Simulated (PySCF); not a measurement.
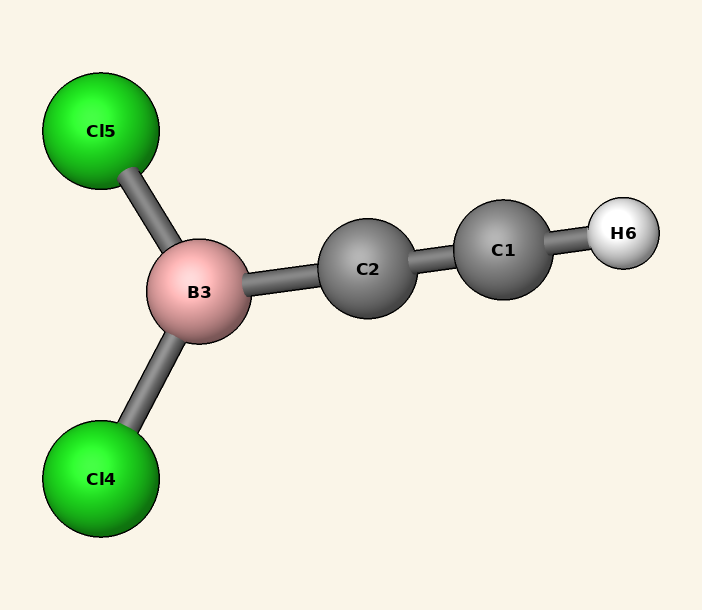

The questions are on isotropic NMR shieldings of the C atoms. Computed geometry: PBE0-D3(BJ)/def2-SVP optimisation. No frequency run is at hand to confirm it as a minimum. Method: GIAO PBE0/pcSseg-1 NMR shielding, non-relativistic, IEF-PCM tetrahydrofuran (PySCF 2.14.0).

Give the isotropic NMR shieldings of the C atoms atom by atom.

```
atom  σ (ppm)
  C1     66.3
  C2     95.3
```
